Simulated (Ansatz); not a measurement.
# C2F4O: basis-set convergence

Aim: see how fast density functionals converge with the basis set for C2F4O.

The runs use Ansatz 0.2.0, Gaussian basis; one geometry, several basis sets.

Plan: PBE0-D4/def2-SVP; ωB97M-V/def2-SVP; PBE0-D4/def2-QZVPP; ωB97M-V/def2-QZVPP; the functionals' def2-TZVPP values are taken from earlier runs.

**1. Structure used throughout**

All runs share one geometry, relaxed beforehand with PBE0-D4 in a triple-zeta def2 set.

7 atoms, charge 0, spin multiplicity 1.

Atoms are counted from 1 here; the program's logs count them from 0.

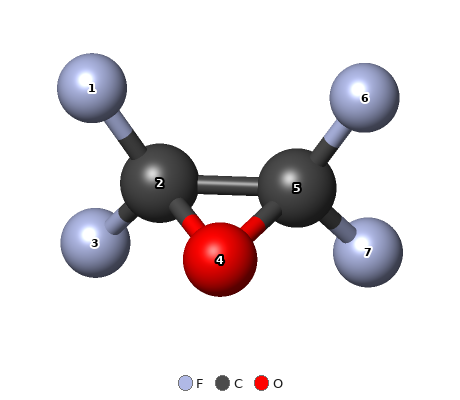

The structure; fluorine light blue, carbon dark grey, oxygen red; atoms are numbered from 1 in the order of the file.

**2. PBE0-D4 in def2-SVP**

The input, in.yaml:

```yaml
crystal:
  periodic: [false, false, false]
  atoms:
    - {symbol: F, position_ang: [-0.308058, -1.170472, 1.357953]}
    - {symbol: C, position_ang: [-0.119923, -0.707212, 0.138730]}
    - {symbol: F, position_ang: [-0.611672, -1.552368, -0.744673]}
    - {symbol: O, position_ang: [1.144563, -0.197788, -0.136382]}
    - {symbol: C, position_ang: [0.080193, 0.697284, -0.145254]}
    - {symbol: F, position_ang: [0.089851, 1.622257, 0.793280]}
    - {symbol: F, position_ang: [-0.213754, 1.240398, -1.309353]}
basis:
  gaussian: {orbitals: def2-SVP}
hamiltonian: {xc: pbe0, dispersion: d4}
output: {orbitals: {seedname: orbitals}}
```

Further steps of the session: ωB97M-V in def2-SVP; PBE0-D4 in def2-QZVPP; ωB97M-V in def2-QZVPP.

**Question.** What will the summary of the whole plan be? Wanted: PBE0-D4: double and triple zeta above quadruple; ωB97M-V: double and triple zeta above quadruple.

**Answer**, as computed:

| quantity | value |
| --- | --- |
| PBE0-D4: double and triple zeta above quadruple | 18.70, 0.75 eV |
| ωB97M-V: double and triple zeta above quadruple | 18.99, 0.70 eV |

What this shows: For PBE0-D4 the step from double to triple zeta gains 17.95 eV and the next only 0.75 eV. These are total energies; as a rule much of such shifts cancels in differences, which this series doesn't test. The LUMO of ωB97M-V is positive and keeps falling with the basis (5.36 to 2.97 eV): an unbound level that the basis holds in place.
